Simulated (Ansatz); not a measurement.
Bands of a (6,6) MoS2 nanotube, along its axis.

The numbers are results of PBE (plane waves to 420 eV, PAW; Ansatz, a program for electronic structure), not measurements. Mesh 1×1×10. No spin polarisation, so a magnetic state wasn't tested. It repeats along c; a and b span vacuum. An idealised model, rolled from the flat sheet. It keeps the symmetry and period of its start, so it need not be a minimum against all distortions. Values not marked SOC lack spin–orbit coupling.

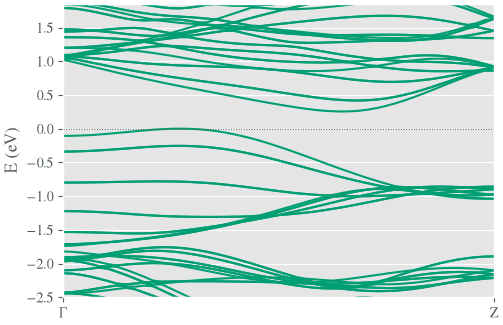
Bands from the zone centre to the zone edge (period 3.21 Å); the dotted line marks the highest filled level

Question: Is it a metal or a semiconductor at this level? Give what the bands show.

Answer: A semiconductor in PBE.
```
Quantity                                                         Value
--------  ------------------------------------------------------------
PBE gap   0.25 eV, indirect, from k = 0.135 × 2π/c to k = 0.323 × 2π/c
```
